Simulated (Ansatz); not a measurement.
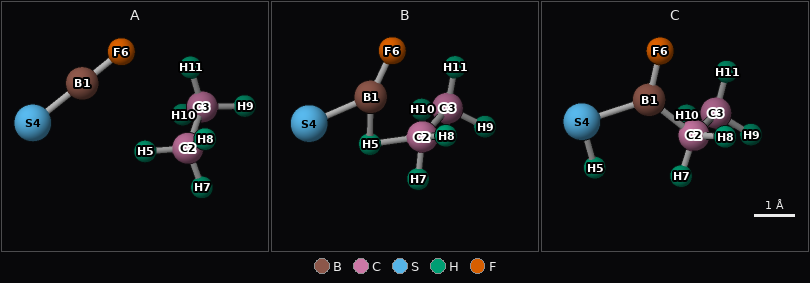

3 geometries from a converged minimum-energy path of C2H6BFS, shuffled. Style: ball-and-stick. Shown from a free direction.

These are results of RKS B3LYP/def2-SVP (Ansatz 0.2.0), not measurements. Set-up: 7 movable images; climbing image; force threshold 0.05 eV/Å; iteration limit 60; starting path through a guess of the saddle point.

### Which frame is the transition state?

B. In order along the path, whose images run from 0 to 8: C (image 2, +0.05 eV), B (image 4, +2.44 eV), A (image 7, +0.72 eV). Breaking: B1–C2 (1.58 → 1.81 at the top → 3.73 Å), S4–H5 (1.35 → 1.80 at the top → 3.68 Å). Forming: C2–H5 (2.89 → 1.36 at the top → 1.10 Å).
